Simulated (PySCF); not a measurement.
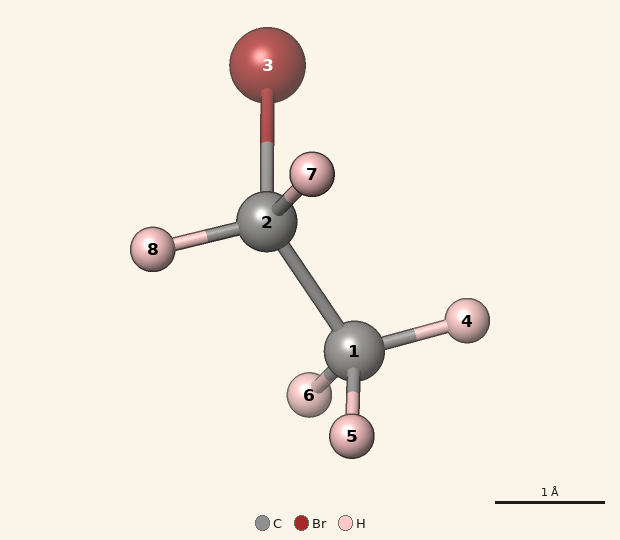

Orthographic view. Depth is shown by fading: the farther an atom, the more it takes the colour of the background. The computed structure is the end point of a GFN2-xTB optimisation. No frequency run is at hand to confirm it as a minimum.

Write a MOL file (V2000) with the atoms in numerical order, bonds sorted by atom number with the orders drawn, and coordinates in the frame of the picture: x right, y up, z towards the viewer, origin at the mean position.

```
C2H5Br
                    3D

  8  7  0  0  0  0  0  0  0  0999 V2000
    0.4100   -0.6800   -0.1600 C   0  0  0  0  0  0  0  0  0  0  0  0
   -0.4000    0.5100    0.3100 C   0  0  0  0  0  0  0  0  0  0  0  0
   -0.3900    1.9400   -1.0200 Br  0  0  0  0  0  0  0  0  0  0  0  0
    1.4400   -0.4000   -0.3400 H   0  0  0  0  0  0  0  0  0  0  0  0
    0.3800   -1.4600    0.6000 H   0  0  0  0  0  0  0  0  0  0  0  0
   -0.0100   -1.0900   -1.0800 H   0  0  0  0  0  0  0  0  0  0  0  0
    0.0200    0.9400    1.2200 H   0  0  0  0  0  0  0  0  0  0  0  0
   -1.4500    0.2500    0.4700 H   0  0  0  0  0  0  0  0  0  0  0  0
  1  2  1  0
  1  4  1  0
  1  5  1  0
  1  6  1  0
  2  3  1  0
  2  7  1  0
  2  8  1  0
M  END
```
